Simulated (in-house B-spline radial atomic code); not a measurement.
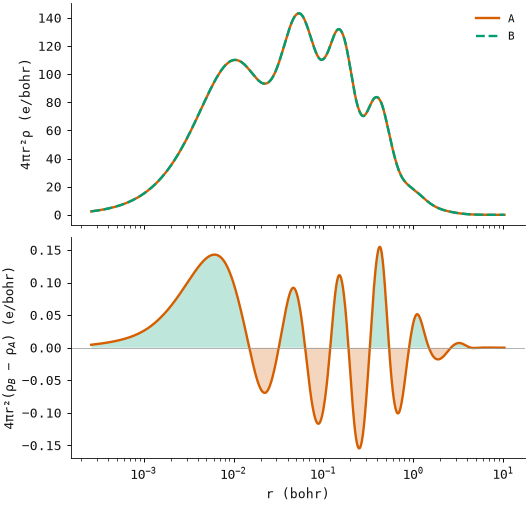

The neutral iridium atom in [Xe] 4f14 5d7 6s2 (high spin) was computed by two methods: AM05; revTPSS. Both runs are scalar-relativistic, spin-polarised and spherical. Computed with an in-house B-spline radial code.

The plot shows both radial densities and the radial density of run B less that of run A; on the logarithmic r axis, areas aren't charges.

A is AM05 and B is revTPSS.

Where does the charge move between the methods?

B holds 0.054 electrons more than A where the difference is positive (most at r = 0.43 bohr) and as many fewer where it is negative (most at r = 0.25 bohr), out of 77 electrons.
